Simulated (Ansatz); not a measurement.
**Si2H5 (SMILES [SiH2][SiH3]): UCCSDT(Q)/STO-3G**

Aim: the electronic atomisation energy of Si2H5 at UCCSDT(Q)/STO-3G, from 3 runs. 

The results are computed with Ansatz 0.2.0.

29 further runs of the same task are left out: 29 set aside as unsound or not needed.

## Step 1: Starting point

Si2H5: 7 atoms, total charge 0, spin state doublet. As SMILES, `[SiH2][SiH3]`. The coordinates come from a PBE0-D4/def2-TZVP relaxation.

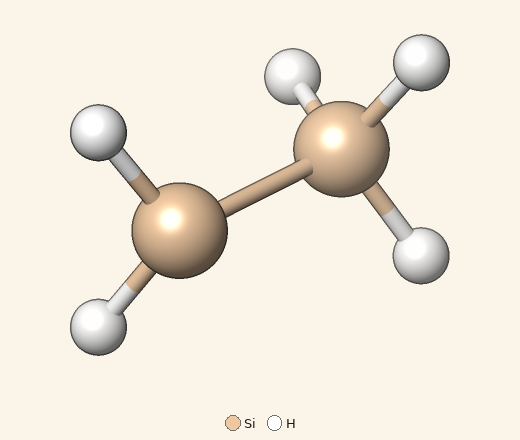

The structure, seen from a chosen angle (silicon light orange, hydrogen white).

## Step 2: A single-point energy at UCCSDT(Q)/STO-3G

input.yaml

```yaml
crystal:
  periodic: [false, false, false]
  atoms:
    - symbol: Si
      position_ang: [-0.209600, -1.361200, -0.191100]
    - symbol: Si
      position_ang: [0.357900, 0.889200, -0.062000]
    - symbol: H
      position_ang: [-0.002600, -2.123900, 1.070300]
    - symbol: H
      position_ang: [-1.573600, -1.624600, -0.725600]
    - symbol: H
      position_ang: [0.210000, 1.502800, -1.408000]
    - symbol: H
      position_ang: [-0.495800, 1.643100, 0.898600]
    - symbol: H
      position_ang: [1.774900, 1.006800, 0.372200]
basis:
  gaussian:
    orbitals: STO-3G
total_charge: 0
magnetization:
  spin_polarized: true
  initial_magnetization: 1
correlation:
  method: ccsdt_q
  frozen_orbitals: {H: 0, Si: 5}
accuracy: high
scf:
  omitted_lower_state_checks: [cluster_reference, increment]
```

The run is started by

```bash
$ ansatz run input.yaml --threads 1 --pin off --max-ram 2610MiB --events-out events.jsonl --progress --plain --runs-dir runs
```

The log of the run, shortened:

```text
Warning: RAYON_NUM_THREADS=1 ignored (pool sized by the plan → 1); use --threads N
Functional definition: HF
  name "HF"
[...]
410 factors; integrals over basis functions are off by at most 4.9e-9 eV
[...]
mean field -15620.92645191 eV, -574.0584588633 hartree, gradient 1.1e-8 eV, S^2 0.754385; 0 other end points of the search recorded, 0 dependent functions left out
10 core orbitals not correlated: weight in the atoms' cores, before any rotation towards them, 1.000 or more for the frozen orbitals, at most 0.000 for the correlated occupied ones
reference -15620.92645191 eV, -574.0584588633 hartree; 7, 6 occupied and 6, 7 virtual orbitals, 410 factors
second order -1.94730633 eV of doubles, -0.00000000 eV of singles
cycle   1  -2.56485416 eV  change   -6.2e-1 eV  update   6.8e-2
[...]
cycle  22  -2.95071988 eV  change  -1.0e-10 eV  update   1.0e-9
perturbative correction -0.00081480 eV, -0.0000299433 hartree
Total energy: -15623.87798659 eV, -574.1669257622 hartree
Checks for a lower state left out: cluster_reference, increment
```

Wall time 1.1 s (1 thread of Arm Neoverse V1, shared host); peak memory 0.091 GiB.

## Step 3: The H atom: a single-point energy at UHF/STO-3G

input.yaml

```yaml
crystal:
  periodic: [false, false, false]
  atoms:
    - {symbol: H, position_ang: [0.000000, 0.000000, 0.000000]}
basis:
  gaussian: {orbitals: STO-3G}
hamiltonian: {xc: hf}
magnetization: {spin_polarized: true, initial_magnetization: 1}
accuracy: high
```

Run the same way, it converges to -0.46658 Eh (log not shown).

## Step 4: The Si atom

job.yaml

```yaml
crystal:
  periodic: [false, false, false]
  atoms:
    - symbol: Si
      position_ang: [0.000000, 0.000000, 0.000000]
basis:
  gaussian: {orbitals: STO-3G}
magnetization: {spin_polarized: true, initial_magnetization: 2}
correlation: {method: ccsdt_q, frozen_orbitals: {Si: 5}}
accuracy: high
scf: {omitted_lower_state_checks: [cluster_reference, increment]}
```

Run the same way, it converges to -285.47963 Eh (log not shown).

## Step 5: Summary of results

Level: UCCSDT(Q)/STO-3G, 10 core orbitals frozen.

| quantity | value |
| --- | --- |
| molecule: total energy | -574.16693 Eh |
| molecule: correlation energy (10 core orbitals frozen) | -108.5 mEh |
| molecule: ⟨S²⟩ of the reference determinant | 0.754 |
| molecule: T1 diagnostic | 0.004 |
| H atom: total energy | -0.46658 Eh |
| H atom: ⟨S²⟩ | 0.750 |
| Si atom: total energy | -285.47963 Eh |
| Si atom: correlation energy (5 core orbitals frozen) | -13.4 mEh |
| Si atom: ⟨S²⟩ of the reference determinant | 2.000 |
| Si atom: T1 diagnostic | 0.000 |
| electronic atomisation energy | 23.803 eV |

**Reading.** Taking the molecule apart into free atoms costs 23.80 eV (2297 kJ/mol), before zero-point energy and without spin-orbit coupling. In a minimal basis such a difference can be off by several eV, whatever the method.
